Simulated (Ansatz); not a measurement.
Consider H$_{5}$N$_{2}$OSc (SMILES [NH2][Sc]([NH2])[OH]).

The calculation's input:

```
crystal:
  periodic: [false, false, false]
  atoms:
    - {symbol: "N", position_ang: [2.548333, 1.747188, 2.760094]}
    - {symbol: N, position_ang: [0.375761, -0.840465, 3.109160]}
    - {symbol: O, position_ang: [-0.080584, 1.448936, 0.719070]}
    - {symbol: Sc, position_ang: [0.915662, 0.806369, 2.150921]}
    - {symbol: H, position_ang: [2.954389, 2.597575, 2.375077]}
    - {symbol: H, position_ang: [3.147803, 1.460511, 3.532636]}
    - {symbol: H, position_ang: [0.865447, -1.257480, 3.899522]}
    - {symbol: H, position_ang: [-0.429781, -1.433016, 2.918752]}
    - {symbol: H, position_ang: [-0.590745, 1.781499, -0.017918]}
basis:
  gaussian: {orbitals: def2-TZVPD}
output: {forces: true, orbitals: {seedname: orbitals}}
total_charge: 0
hamiltonian: {xc: {name: PBE0}}
```

Run with:

```sh
ansatz run input.yaml --threads 2 --pin off --max-ram 5220MiB --events-out events.jsonl --progress --plain --runs-dir runs
```

Geometry: PBE0-D4/def2-SVP.

Level of theory: isolated molecule in a Gaussian basis; Kohn-Sham density functional theory, functional PBE0 in Ansatz 0.2.0.

### What can the converged electron density and electron localisation function tell about the bonding?

Sc–O (1.86 Å): ρ is about 0.79 e/Å³ halfway; the ELF peaks at about 0.80 in the valence shell of O, 0.5 Å from its nucleus, and drops to about 0.15 between the two atoms.
Sc–N (1.98 Å): the density is about 0.73 e/Å³ at the midpoint; the ELF peaks at about 0.90 in the valence shell of N, 0.6 Å from its nucleus, and is about 0.25 at the midpoint.
O–H (0.96 Å): ρ at the midpoint is about 3.8 e/Å³; the ELF climbs to about 1 towards the hydrogen, as it does in any bond to H: an ordinary covalent bond to hydrogen.
N–H (1.02 Å): ρ is about 2.8 e/Å³ halfway; the ELF climbs to about 1 towards the hydrogen: a covalent bond by its length.

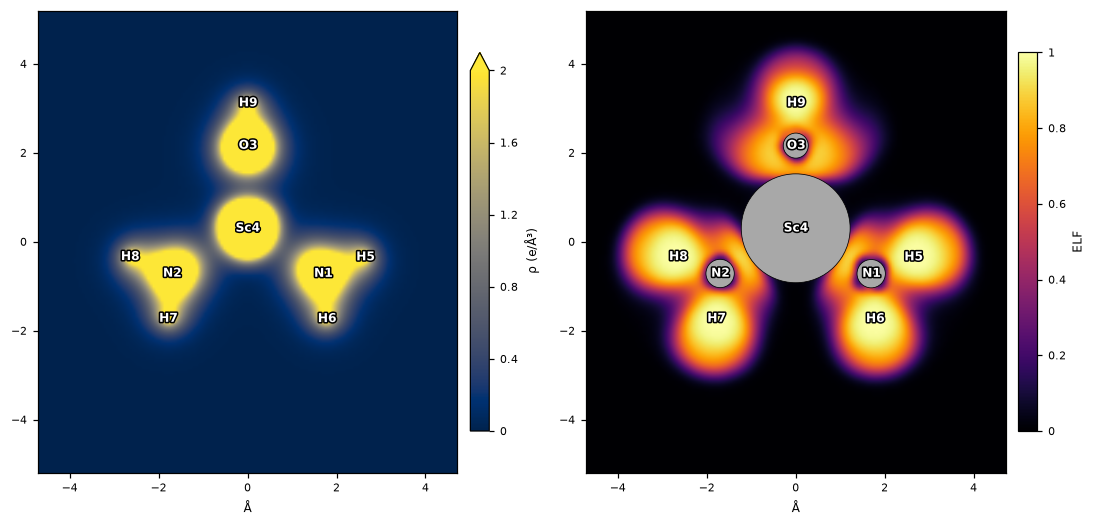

Computed electron density and electron localisation function on the molecular plane, in this order. Grey discs cover the atomic cores in the ELF map. 
